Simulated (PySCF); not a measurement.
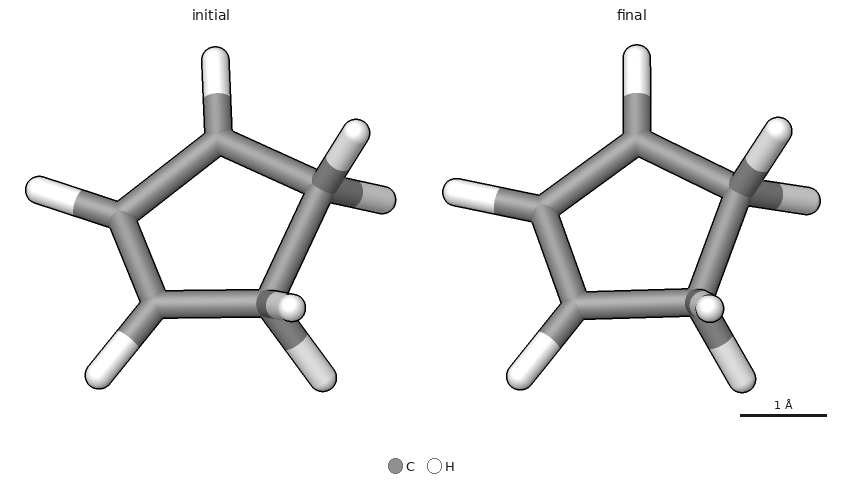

The structure of C5H7 (charge +1) before (left) and after (right) a relaxation, at one scale.

A stick model, seen from a free direction.

The start comes from GFN2-xTB. Its atoms were then displaced at random by about 0.03 Å.

Theory: PBE0-D3(BJ)/def2-SVP geometry optimisation, gas phase in PySCF. 

**What changed between the two?**

Over 7 geometry steps the energy falls by 116.0 kJ/mol. The largest move after the best rigid fit is that of a C atom, 0.11 Å. Largest moves by element: C 0.11 Å, H 0.05 Å. Among the contacts that change: C–C 1.347 → 1.465 Å, C–H 0.996 → 1.108 Å, C–C 1.613 → 1.521 Å, C–C 1.478 → 1.390 Å. Among the angles between lasting bonds that change: C–C–H 134.8° → 126.2°, C–C–H 117.8° → 126.2°, C–C–H 106.5° → 114.2°.
